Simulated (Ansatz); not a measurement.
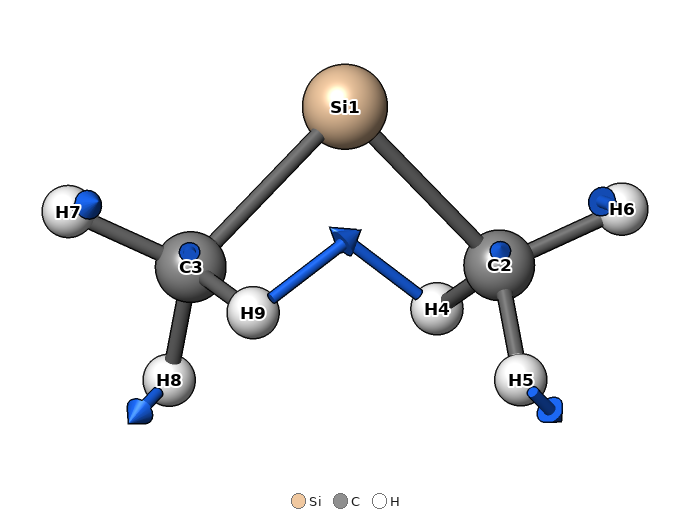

The arrows show one normal mode. Harmonic vibrations computed with RKS PBE0-D4/def2-TZVP (Ansatz 0.2.0) at a stationary point of the same level.

What kind of motion is it?

Mostly H–C–Si bending.

At what wavenumber does it lie?

562 cm⁻¹; it is mode 5 of 21 counted from the lowest.
